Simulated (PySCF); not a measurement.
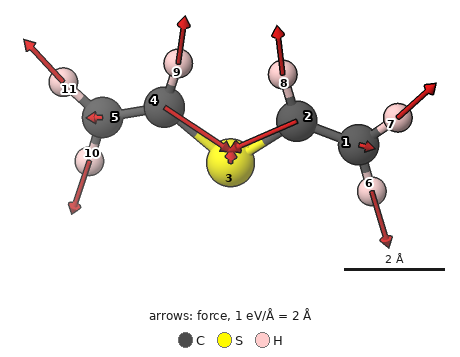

Starting geometry of C$_{4}$H$_{6}$S with the computed forces as red arrows. Style: ball-and-stick. Shown at a tilt.

The start comes from GFN2-xTB.

These are results of PySCF, PBE0-D3(BJ)/def2-SVP geometry optimisation, gas phase, not measurements. 

What follows when this structure is relaxed?

It isn't relaxed: the largest force vector, on C atoms, is 0.83 eV/Å. The final displacements follow the starting forces only in part (cosine between the two patterns 0.58). The largest move after the best rigid fit is that of H10, 0.041 Å. Largest moves by element: H 0.041 Å, C 0.017 Å, S 0.007 Å. Among the contacts that change: C1–H6 1.076 → 1.093 Å, C2–H8 1.080 → 1.096 Å, C1–C2 1.322 → 1.335 Å, C2–S3 1.759 → 1.751 Å. The energy falls by 4.39 kJ/mol in 4 geometry steps. The run took roughly 40 core-seconds on a shared host.
